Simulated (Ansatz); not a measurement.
Band structure of Cu (Fm-3m, 1 atom in the cell).

```
CELL_PARAMETERS angstrom
      0.00000     1.77655     1.77655
      1.77655     0.00000     1.77655
      1.77655     1.77655     0.00000
ATOMIC_POSITIONS crystal
  Cu 0.00000 0.00000 0.00000
```

Level of theory: PBE (plane waves, PAW; Ansatz, a first-principles code).

Settings: kpoints.mp_grid.grid = 21 21 21; hamiltonian.xc = pbe; hamiltonian.pseudopotentials = {kind: paw} (the program's default PAW files); scf.occupations.method = fermi_dirac; scf.occupations.width = 0.1 eV; kpoints.band_path.npoints = 8.

The starting cell comes from a database of computed structures (which also holds hypothetical and non-ambient phases and stackings), without a prior relaxation at this level. Its lattice was rescaled by a random factor within 2.5 % of one. Spin polarisation is off.

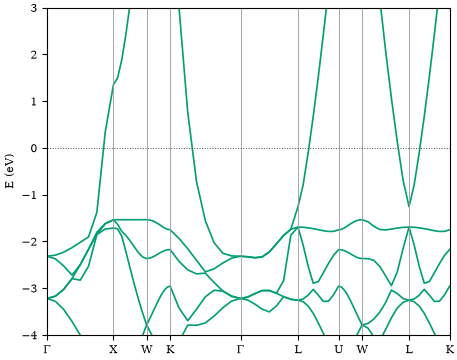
Figure: Bands along the path, energies from the Fermi level.

Levels in eV from the Fermi level, bands 6 to 13:
| point | 6 | 7 | 8 | 9 | 10 | 11 | 12 | 13 |
|---|---|---|---|---|---|---|---|---|
| Γ | -3.22 | -3.22 | -3.22 | -2.32 | -2.32 | 22.98 | 25.88 | 25.88 |
| X | -4.75 | -1.71 | -1.53 | -1.53 | 1.36 | 7.43 | 13.38 | 13.38 |
| W | -3.79 | -3.79 | -2.37 | -1.53 | 6.33 | 6.33 | 8.51 | 9.19 |
| K | -4.37 | -2.95 | -2.17 | -1.75 | 4.39 | 5.86 | 8.16 | 15.54 |
| L | -3.26 | -3.26 | -1.69 | -1.69 | -1.26 | 3.97 | 21.43 | 22.69 |
| U | -4.37 | -2.95 | -2.17 | -1.75 | 4.39 | 5.86 | 8.16 | 15.54 |

Bands cross the Fermi level along this path, so the cell is metallic at this level.

Keys are those of Ansatz 0.2.
